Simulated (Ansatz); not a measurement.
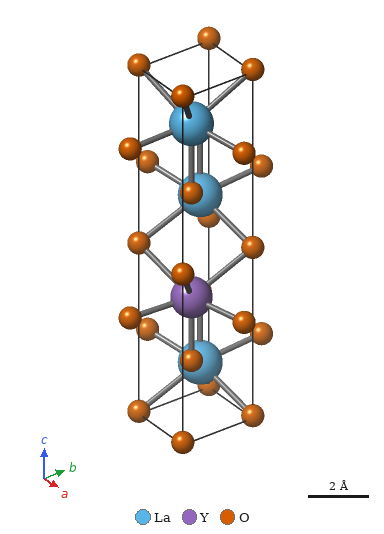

Structure drawing (ball-and-stick), viewed slightly off an axis. The frame is the simulation cell; atoms at its boundary are shown with their periodic copies. Some neighbours outside the box are added.

```
CELL_PARAMETERS angstrom
3.88002 0.00000 0.00000
-1.94001 3.36019 0.00000
0.00000 0.00000 12.22727
ATOMIC_POSITIONS crystal
La 0.66667 0.33333 0.87256
La 0.33333 0.66667 0.12773
La 0.33333 0.66667 0.61158
Y 0.66667 0.33333 0.37139
O 0.66667 0.33333 0.18878
O 0.66667 0.33333 0.67270
O 0.33333 0.66667 0.33285
O 0.33333 0.66667 0.82115
O 0.00000 0.00000 0.00762
O 0.00000 0.00000 0.49363
```

Level of theory and settings: DFT r2SCAN, scalar-relativistic, plane waves, PAW in Ansatz, an energy cutoff of 500 eV, k-point mesh 6×6×2, Gaussian smearing of 0.02 eV, no spin polarisation.

Q: What charge does Bader's analysis assign to each element?

A: La +2.09 e; Y +2.20 e; O -1.47 to -1.36 e. The transfer is large, as in an ionic solid.

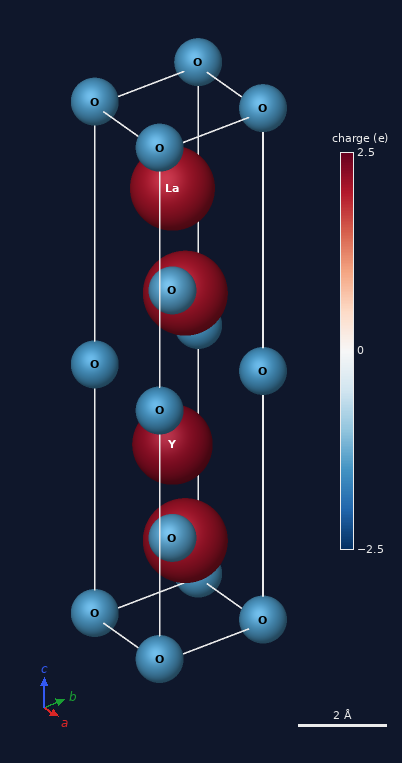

The atoms coloured by those charges.

Provenance: a structure type filled with these elements by a generator (whether the compound takes this form wasn't checked). Earlier steps of the study may have refined or changed the cell and positions. It was the input of a calculation with Ansatz.
